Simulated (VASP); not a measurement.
Band structure of Fe$_{2}$B (space group I4/mcm). These are LDA (Ceperley-Alder, Perdew-Zunger), VASP's LDA PAW potentials (set 64) (plane waves; VASP) values and carry that method's errors.

The run has a spin-polarised start.

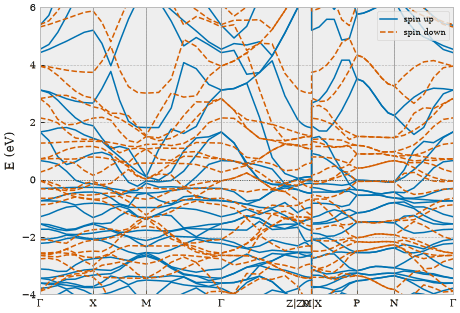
Fig. 1. Bands along high-symmetry lines, zero at the valence-band maximum or, without a gap, the Fermi level

Q: Read the plot: is there a gap, and where are the band edges?

A: It has no gap at this level: it comes out as a metal or semimetal.

The structure comes from a computed database's Fe2B entry; how it stands against other phases isn't given here. The cell was not relaxed at this level. The k-mesh is coarse (spacing up to 0.39 per Å, 2π included), so the numbers may not be converged in it.
